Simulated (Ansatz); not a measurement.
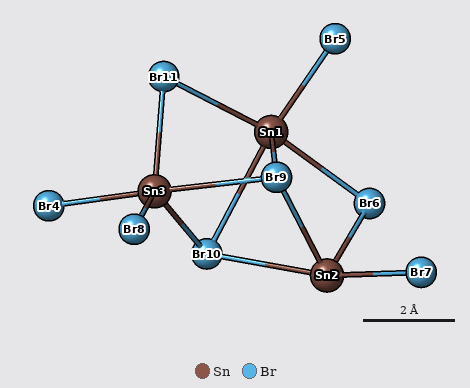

**Figure 1.** The input geometry (ball-and-stick view, seen at a tilt; atoms are numbered from 1 in the order of the input). Sticks mark near contacts.

## Sn3Br8: geometry relaxation (part 1 of 2)

The run: geometry relaxation of Sn3Br8. Method and program: RKS PBE-D4/def2-SVP (Ansatz 0.2.0).

The geometry: GFN1-xTB start. Figures and captions count atoms from 1; the log counts them from 0 in places.

### The program's output
```
Functional definition: PBE
  name "PBE"
  cite "Perdew, Burke & Ernzerhof, Phys. Rev. Lett. 77, 3865 (1996) doi:10.1103/PhysRevLett.77.3865"
  parent pbe
  parameter kappa = 0.804
  parameter beta = 0.06672455060314922
  exchange = pbe_x(kappa = kappa, mu = beta*pi^2/3)
  correlation = pbe_c(beta = beta)
these checks for a lower state are left out or cut short: stability, starts, cluster_reference, orbital_swaps, neighbouring_geometries, increment
3633 factors; their error is unknown
mean field evaluation 1: about -577721.7267 eV, gradient 3.1e1 eV
mean field evaluation 2: about -577661.8214 eV, gradient 1.2e2 eV
mean field evaluation 4: about -577724.2021 eV, gradient 1.1e1 eV
mean field evaluation 8: about -577724.5026 eV, gradient 4.3e-1 eV
mean field evaluation 16: about -577724.0807 eV, gradient 2.1e-3 eV
mean field -577724.08069216 eV, -21230.9683699904 hartree, gradient 2.5e-6 eV, S^2 0.000000; 0 other end points of the search recorded, 0 dependent functions left out
the calculation of the forces begins
reference -577724.08074836 eV, -21230.9683720554 hartree; 173, 173 occupied and 161, 161 virtual orbitals, 3633 factors
relax step   1: F+E_penalty+E_count = -577725.22352436 eV  Δ(F+E_penalty+E_count) = +0.000e0 eV  max|allowed force component| = 1.773e0 eV/Å  Δτ_max = 0.0000 Å  (22 SCF iters, accepted)
these checks for a lower state are left out or cut short: stability, starts, cluster_reference, orbital_swaps, neighbouring_geometries, increment
3633 factors; their error is unknown
mean field evaluation 32: about -577724.8213 eV, gradient 2.1e-6 eV
mean field -577724.82125046 eV, -21230.9955850057 hartree, gradient 2.1e-6 eV, S^2 0.000000; 0 other end points of the search recorded, 0 dependent functions left out
[... from here on the field's lines of each further geometry are left out, up to the last ...]
relax step   2: F+E_penalty+E_count = -577725.93262548 eV  Δ(F+E_penalty+E_count) = -7.091e-1 eV  max|allowed force component| = 5.165e-1 eV/Å  Δτ_max = 0.1948 Å  (26 SCF iters, accepted)
relax step   3: F+E_penalty+E_count = -577726.19987291 eV  Δ(F+E_penalty+E_count) = -2.672e-1 eV  max|allowed force component| = 4.068e-1 eV/Å  Δτ_max = 0.1946 Å  (26 SCF iters, accepted)
relax step   4: F+E_penalty+E_count = -577726.28068315 eV  Δ(F+E_penalty+E_count) = -8.081e-2 eV  max|allowed force component| = 2.492e-1 eV/Å  Δτ_max = 0.1793 Å  (21 SCF iters, accepted)
relax step   5: F+E_penalty+E_count = -577726.34344887 eV  Δ(F+E_penalty+E_count) = -6.277e-2 eV  max|allowed force component| = 1.970e-1 eV/Å  Δτ_max = 0.1998 Å  (20 SCF iters, accepted)
relax step   6: F+E_penalty+E_count = -577726.37070287 eV  Δ(F+E_penalty+E_count) = -2.725e-2 eV  max|allowed force component| = 5.194e-1 eV/Å  Δτ_max = 0.1973 Å  (21 SCF iters, accepted)
relax step   7: F+E_penalty+E_count = -577726.29185970 eV  Δ(F+E_penalty+E_count) = +7.884e-2 eV  max|allowed force component| = 6.488e-1 eV/Å  Δτ_max = 0.2000 Å  (26 SCF iters, rejected (line search))
relax step   8: F+E_penalty+E_count = -577726.40274628 eV  Δ(F+E_penalty+E_count) = -3.204e-2 eV  max|allowed force component| = 1.510e-1 eV/Å  Δτ_max = 0.0766 Å  (20 SCF iters, accepted)
relax step   9: F+E_penalty+E_count = -577726.41913682 eV  Δ(F+E_penalty+E_count) = -1.639e-2 eV  max|allowed force component| = 7.755e-2 eV/Å  Δτ_max = 0.0999 Å  (20 SCF iters, accepted)
relax step  10: F+E_penalty+E_count = -577726.42750430 eV  Δ(F+E_penalty+E_count) = -8.367e-3 eV  max|allowed force component| = 9.016e-2 eV/Å  Δτ_max = 0.1457 Å  (20 SCF iters, accepted)
relax step  11: F+E_penalty+E_count = -577726.42169564 eV  Δ(F+E_penalty+E_count) = +5.809e-3 eV  max|allowed force component| = 2.899e-1 eV/Å  Δτ_max = 0.1564 Å  (20 SCF iters, rejected (line search))
relax step  12: F+E_penalty+E_count = -577726.43368108 eV  Δ(F+E_penalty+E_count) = -6.177e-3 eV  max|allowed force component| = 2.995e-2 eV/Å  Δτ_max = 0.0782 Å  (19 SCF iters, accepted)
relax step  13: F+E_penalty+E_count = -577726.43774372 eV  Δ(F+E_penalty+E_count) = -4.063e-3 eV  max|allowed force component| = 3.678e-2 eV/Å  Δτ_max = 0.0975 Å  (19 SCF iters, accepted)
relax step  14: F+E_penalty+E_count = -577726.43936564 eV  Δ(F+E_penalty+E_count) = -1.622e-3 eV  max|allowed force component| = 9.663e-2 eV/Å  Δτ_max = 0.1399 Å  (20 SCF iters, accepted)
relax step  15: F+E_penalty+E_count = -577726.44126599 eV  Δ(F+E_penalty+E_count) = -1.900e-3 eV  max|allowed force component| = 6.550e-2 eV/Å  Δτ_max = 0.0359 Å  (20 SCF iters, accepted)
relax step  16: F+E_penalty+E_count = -577726.44414966 eV  Δ(F+E_penalty+E_count) = -2.884e-3 eV  max|allowed force component| = 2.451e-2 eV/Å  Δτ_max = 0.0598 Å  (20 SCF iters, accepted)
relax step  17: F+E_penalty+E_count = -577726.44815777 eV  Δ(F+E_penalty+E_count) = -4.008e-3 eV  max|allowed force component| = 7.910e-2 eV/Å  Δτ_max = 0.1704 Å  (19 SCF iters, accepted)
relax step  18: F+E_penalty+E_count = -577726.44815306 eV  Δ(F+E_penalty+E_count) = +4.710e-6 eV  max|allowed force component| = 1.785e-1 eV/Å  Δτ_max = 0.1561 Å  (19 SCF iters, rejected (line search))
relax step  19: F+E_penalty+E_count = -577726.45027993 eV  Δ(F+E_penalty+E_count) = -2.122e-3 eV  max|allowed force component| = 6.850e-2 eV/Å  Δτ_max = 0.0765 Å  (19 SCF iters, accepted)
relax step  20: F+E_penalty+E_count = -577726.45119566 eV  Δ(F+E_penalty+E_count) = -9.157e-4 eV  max|allowed force component| = 7.990e-2 eV/Å  Δτ_max = 0.0975 Å  (19 SCF iters, accepted)
the calculation of the forces begins
reference -577725.39474273 eV, -21231.0166604582 hartree; 173, 173 occupied and 161, 161 virtual orbitals, 3633 factors
relax step  21: F+E_penalty+E_count = -577726.45173646 eV  Δ(F+E_penalty+E_count) = -5.408e-4 eV  max|allowed force component| = 5.214e-2 eV/Å  Δτ_max = 0.0183 Å  (21 SCF iters, accepted)
these checks for a lower state are left out or cut short: stability, starts, cluster_reference, orbital_swaps, neighbouring_geometries, increment
3633 factors; their error is unknown
mean field -577725.39614617 eV, -21231.0167120334 hartree, gradient 1.9e-6 eV, S^2 0.000000; 0 other end points of the search recorded, 0 dependent functions left out
the calculation of the forces begins
reference -577725.39620533 eV, -21231.0167142076 hartree; 173, 173 occupied and 161, 161 virtual orbitals, 3633 factors
relax step  22: F+E_penalty+E_count = -577726.45213075 eV  Δ(F+E_penalty+E_count) = -3.943e-4 eV  max|allowed force component| = 1.287e-2 eV/Å  Δτ_max = 0.0337 Å  (20 SCF iters, accepted)
```

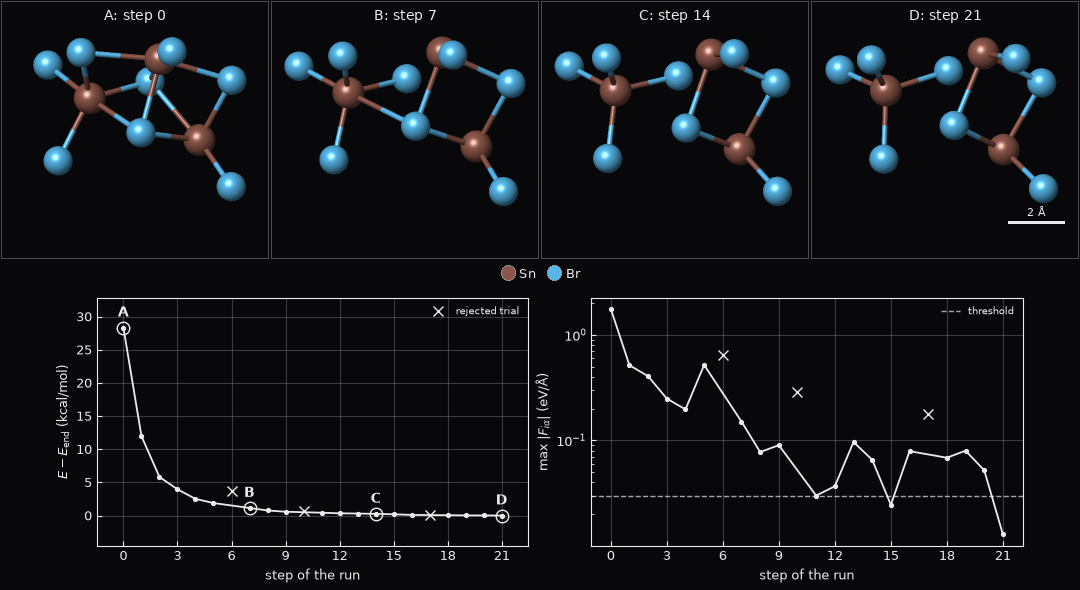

**Figure 2.** Frames of the relaxation (ball-and-stick view, seen at a tilt) above the curves, on which the letters mark them (the first geometry is step 0 here and step 1 in the log).

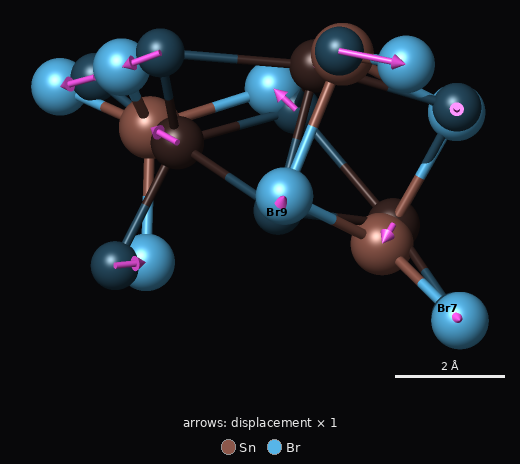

**Figure 3.** Start (faint) and end (solid) with the displacements as pink arrows, at true length (ball-and-stick view, seen at a tilt). The two geometries are laid on each other by the best rigid fit. The atom that moves furthest after the best rigid fit is Br5 (1.32 Å). By element the largest moves are Br 1.32 Å, Sn 0.83 Å. Distances before and after: Sn1–Br11 2.911 → 4.131 Å, Sn3–Br9 2.858 → 3.960 Å, Sn1–Br10 3.057 → 3.841 Å, Sn2–Br10 3.087 → 3.852 Å. Bonds break: Sn1–Br11 (2.91 → 4.13 Å), Sn3–Br9 (2.86 → 3.96 Å). Among the angles that change: Br8–Sn3–Br10 125.3° → 109.4°, Br4–Sn3–Br10 93.7° → 108.1°, Br4–Sn3–Br11 96.7° → 108.2°. The energy falls by 28.3 kcal/mol in 21 geometry steps. The largest force component goes from 1.8 to 0.013 eV/Å. The line search rejected the trial steps at points 6, 10, 17 (counted from 0) and went back. (Atoms are counted from 1 in the order of the input.)

```
Total energy: -577726.45218992 eV, -21231.0555209253 hartree
Atom 0 at    -1.091376     1.221148     1.912309 Å, force     0.009920    -0.007818    -0.008539 eV/Å
Atom 1 at    -1.862169    -0.103373    -1.868199 Å, force     0.007150    -0.009955     0.001645 eV/Å
Atom 2 at     2.289224    -1.577270     0.184027 Å, force     0.012869     0.005198    -0.002858 eV/Å
Atom 3 at     3.812131    -3.484032     0.686400 Å, force    -0.002852    -0.001643     0.003820 eV/Å
Atom 4 at    -2.100310     3.571647     2.071398 Å, force    -0.004058     0.011404     0.004364 eV/Å
Atom 5 at    -3.273409     0.023765     0.573435 Å, force    -0.005968    -0.005153     0.000300 eV/Å
Atom 6 at    -3.148241     1.779044    -3.038634 Å, force    -0.008013     0.004772    -0.008219 eV/Å
Atom 7 at     2.442401    -1.066940    -2.249822 Å, force    -0.006819     0.006214     0.001537 eV/Å
Atom 8 at     0.049011     1.579038    -0.653254 Å, force     0.008999    -0.001290     0.011518 eV/Å
Atom 9 at    -0.053902    -2.285830     0.739695 Å, force    -0.003680     0.007091     0.003666 eV/Å
Atom 10 at     2.936630     0.342803     1.642643 Å, force    -0.007550    -0.008820    -0.007234 eV/Å
Dipole moment:     0.660381    -0.905170     0.189356 e Å
Checks for a lower state left out: stability, starts, cluster_reference, orbital_swaps, neighbouring_geometries, increment
```

### Trajectory as extended XYZ (Å, eV, eV/Å), 22 frames, from step=1 to step=22
```
11
Properties=species:S:1:pos:R:3:forces:R:3 step=1 energy=-577725.22352
Sn   -0.6493    0.5960    1.6018   -0.8557   0.6856   1.7726
Sn   -2.0924   -0.4153   -1.5737   -0.8707  -0.6775  -1.2931
Sn    1.8314   -0.9729   -0.0019    1.0401  -0.7449  -0.1953
Br    3.1923   -2.8984    0.9617   -0.0860   0.1334  -0.0653
Br   -0.9058    3.0476    2.2521   -0.0365   0.4407   0.1173
Br   -3.2592    0.3487    0.7076   -0.7536   0.1314   0.1883
Br   -3.0840    1.4228   -3.0313   -0.1551   0.4202  -0.2369
Br    3.0448   -0.7452   -2.2284   -0.2186   0.0057   0.2592
Br    0.1470    1.1114   -0.9953    0.5692   0.6230  -0.4744
Br   -0.4635   -2.1900    0.3562    0.6658  -0.9540   0.0967
Br    2.2386    0.6952    1.9511    0.7011  -0.0636  -0.1690
11
Properties=species:S:1:pos:R:3:forces:R:3 step=2 energy=-577725.93263
Sn   -0.7328    0.6639    1.7642   -0.4217   0.1911   0.5165
Sn   -2.1839   -0.4673   -1.6881   -0.2265   0.0675  -0.2297
Sn    1.9129   -1.0289   -0.0124   -0.1054   0.0266   0.1793
Br    3.2120   -2.9205    0.9692    0.2661  -0.2140   0.0801
Br   -0.9198    3.1372    2.2890   -0.0464   0.4171   0.1029
Br   -3.3357    0.3555    0.6965   -0.1884  -0.0328  -0.1797
Br   -3.1126    1.4750   -3.0730   -0.0613   0.1300  -0.0961
Br    3.0397   -0.7474   -2.2279    0.0050  -0.0250  -0.0371
Br    0.1757    1.1408   -1.0048   -0.0670  -0.2234   0.1116
Br   -0.3709   -2.2862    0.3670    0.4852  -0.1518  -0.1403
Br    2.3155    0.6779    1.9204    0.3604  -0.1854  -0.3074
11
Properties=species:S:1:pos:R:3:forces:R:3 step=3 energy=-577726.19987
Sn   -0.8324    0.7644    1.8978   -0.1338   0.0045   0.0297
Sn   -2.2780   -0.4410   -1.7548   -0.0794   0.0659  -0.0519
Sn    2.0043   -1.0979   -0.0077   -0.3053  -0.0345   0.2991
Br    3.3640   -2.9697    0.9627    0.1139  -0.0755   0.0308
Br   -0.9867    3.2697    2.3621   -0.0202   0.1305  -0.0086
Br   -3.3885    0.3889    0.6550   -0.0184   0.0086  -0.0644
Br   -3.1767    1.5238   -3.1346    0.0006   0.0671  -0.0295
Br    3.0886   -0.8103   -2.2373   -0.0276   0.0346  -0.0480
Br    0.1366    1.0140   -0.9178   -0.0933   0.1043   0.0207
Br   -0.2986   -2.2876    0.3050    0.4068  -0.1523   0.0187
Br    2.3674    0.6458    1.8698    0.1567  -0.1531  -0.1967
11
Properties=species:S:1:pos:R:3:forces:R:3 step=4 energy=-577726.28068
Sn   -0.8920    0.8080    1.9235   -0.0521   0.0164  -0.0929
Sn   -2.3453   -0.3747   -1.7901    0.0223   0.0102   0.0023
Sn    2.0463   -1.1477    0.0186   -0.1942  -0.1976   0.2492
Br    3.4663   -2.9949    0.9712    0.1059   0.0019  -0.0011
Br   -1.0438    3.3294    2.3419   -0.0085  -0.0067  -0.0363
Br   -3.4374    0.4348    0.6327    0.0263   0.0252  -0.0007
Br   -3.2313    1.6055   -3.1587    0.0371   0.0111   0.0191
Br    3.0837   -0.8212   -2.2297   -0.0444   0.0368  -0.0274
Br    0.1166    0.9654   -0.8819   -0.1391   0.1193   0.0451
Br   -0.1832   -2.4230    0.3273    0.1965   0.0693  -0.0441
Br    2.4199    0.6183    1.8452    0.0500  -0.0859  -0.1133
11
Properties=species:S:1:pos:R:3:forces:R:3 step=5 energy=-577726.34345
Sn   -0.9470    0.8458    1.8947   -0.0203   0.0228  -0.0419
Sn   -2.3578   -0.3330   -1.7940    0.0753   0.0608   0.0029
Sn    2.0781   -1.2564    0.0836    0.1432  -0.0947   0.0428
Br    3.6641   -3.0173    0.9545   -0.0840   0.0823  -0.0551
Br   -1.1087    3.3745    2.2642   -0.0024  -0.0059  -0.0220
Br   -3.4796    0.4690    0.6185   -0.0175   0.0014   0.0090
Br   -3.1982    1.6775   -3.1443    0.0281  -0.0131   0.0099
Br    2.9634   -0.8075   -2.2182   -0.0600  -0.0444   0.0834
Br    0.0752    0.9810   -0.8317   -0.1970   0.0501   0.0126
Br   -0.1332   -2.4973    0.3428    0.1086   0.0193  -0.0029
Br    2.4437    0.5636    1.8300    0.0260  -0.0786  -0.0388
11
Properties=species:S:1:pos:R:3:forces:R:3 step=6 energy=-577726.37070
Sn   -1.0359    0.8957    1.8662    0.0118   0.0060   0.1135
Sn   -2.3680   -0.2774   -1.7863    0.0717   0.0461  -0.0168
Sn    2.1424   -1.3637    0.1422    0.5194  -0.0179  -0.1720
Br    3.8560   -3.0509    0.9232   -0.1968   0.1255  -0.0858
Br   -1.2017    3.4324    2.1703   -0.0047   0.0110  -0.0024
Br   -3.5538    0.5049    0.6078   -0.0516  -0.0152   0.0054
Br   -3.1499    1.7599   -3.1263    0.0102  -0.0160  -0.0086
Br    2.8427   -0.8207   -2.2151   -0.0760  -0.0966   0.2313
Br    0.0115    1.0069   -0.7679   -0.1436   0.0467  -0.1050
Br   -0.0399   -2.5810    0.3663   -0.1108  -0.0491   0.0368
Br    2.4965    0.4938    1.8196   -0.0295  -0.0406   0.0035
11
Properties=species:S:1:pos:R:3:forces:R:3 step=7 energy=-577726.29186 accepted=F
Sn   -1.0848    0.8997    2.0060   -0.3356   0.3446  -0.6488
Sn   -2.2841   -0.1639   -1.7896   -0.3650  -0.6074  -0.1981
Sn    2.3347   -1.4184    0.1442   -0.3619  -0.0999   0.0780
Br    3.8727   -3.2044    0.9022    0.2079  -0.1303   0.0749
Br   -1.3600    3.4624    2.2304    0.0606  -0.3414   0.0318
Br   -3.6398    0.4686    0.5628    0.3346   0.0606   0.3597
Br   -3.1737    1.7598   -3.2049   -0.0719   0.2168  -0.1207
Br    2.8155   -0.9629   -2.2392    0.0331   0.0899  -0.0930
Br   -0.1338    1.1241   -0.8096    0.4396   0.3765   0.5320
Br    0.0489   -2.4557    0.4472    0.0656   0.0497   0.0111
Br    2.6043    0.4907    1.7505   -0.0071   0.0410  -0.0269
11
Properties=species:S:1:pos:R:3:forces:R:3 step=8 energy=-577726.40275
Sn   -1.0658    0.9155    1.8925   -0.0397   0.0051  -0.0323
Sn   -2.3313   -0.2463   -1.7863   -0.0138  -0.0474  -0.0464
Sn    2.2114   -1.3902    0.1414    0.1510  -0.0563  -0.0179
Br    3.8695   -3.1100    0.8978   -0.0335   0.0266  -0.0208
Br   -1.2632    3.4510    2.1886   -0.0041   0.0018   0.0085
Br   -3.5812    0.4829    0.6033    0.0325   0.0036   0.0498
Br   -3.1416    1.7608   -3.1557   -0.0057   0.0111  -0.0133
Br    2.8214   -0.8668   -2.2230   -0.0372  -0.0166   0.0826
Br   -0.0367    1.0664   -0.7689   -0.0229   0.0827   0.0064
Br   -0.0092   -2.5459    0.4116   -0.0219   0.0168   0.0054
Br    2.5266    0.4827    1.7986   -0.0047  -0.0274  -0.0220
```
